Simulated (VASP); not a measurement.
Data:

```
CSi
1.0
    0.00000     2.17968     2.17968
    2.17968     0.00000     2.17968
    2.17968     2.17968     0.00000
Si C
1 1
Cartesian
  0.00000   0.00000   0.00000
  1.08984   1.08984   1.08984
```

The numbers are results of PBEsol GGA, VASP's PBE PAW potentials (set 64) (plane waves; VASP 6.6.1), not measurements. Settings: 520 eV cut-off, 12×12×12 Γ-centred mesh, tetrahedra with Blöchl corrections, potentials Si C.

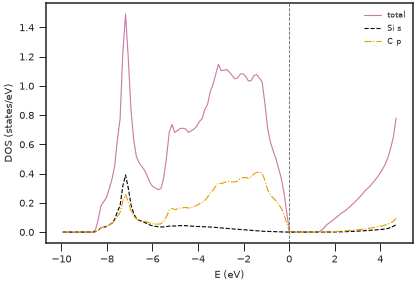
Total and projected density of states, zero at the valence-band maximum

Within 2 eV below the valence-band maximum the largest weight inside VASP's projection spheres is C p, then Si p.

The gap is indirect, 1.23 eV, from the valence maximum at Γ to the conduction minimum at X.

The structure was generated: SiC was put into the zinc blende type (F-43m), which need not be its known phase. It was relaxed first.
